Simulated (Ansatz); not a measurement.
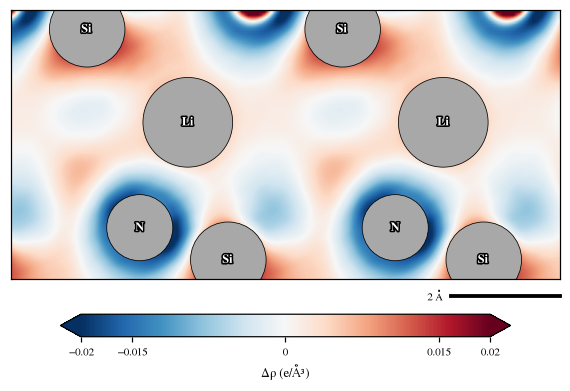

Li3Si2N3. Difference of the valence pseudo-densities of two functionals at the same geometry, on the (100) plane of the calculation cell: PBE less r2SCAN.

Both computed with Ansatz (plane waves, PAW), on the same k-point mesh. Grey discs cover the atomic cores.

> Where does the change of functional move the electrons?

Against r2SCAN, PBE gives less density around N (−0.014 e/Å³ on average at 0.8 Å from the nucleus) and a change of −0.010 e/Å³ at the midpoint of Si–N.
